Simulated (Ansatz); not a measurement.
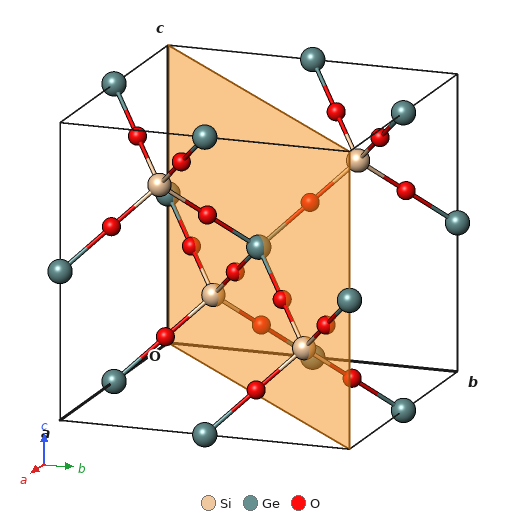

Crystal: SiGeO4, coordinates from a relaxation with DFT PBE, scalar-relativistic, plane waves, PAW (Ansatz); the starting structure was generated, so it need not be a known form of this composition. Every member of one family of equally spaced planes, hx + ky + lz = a whole number, that cuts the unit cell is shaded (one member passes through the origin O). Geometry calculated from the standardised cell; symmetry tolerance 0.002 Å.

a = 7.729 Å, b = 7.729 Å, c = 7.729 Å, α = 90.00°, β = 90.00°, γ = 90.00°.

What are the Miller indices?

(1 −1 0); the opposite sign names the same planes. The member next to the origin meets the axes a at 1, b at −1, c never.

What is the spacing?

d = 5.466 Å.

Which atoms of the cell lie in these planes (within 0.03 Å)?

2 of the 4 Si, 2 of the 4 Ge, 4 of the 16 O.

The space group is No. 216, F-43m. How many reflections hkl are equivalent to this one (itself included), and does it occur?

12 reflections are equivalent in the Laue class m-3m. The reflection is systematically absent, by the centring.
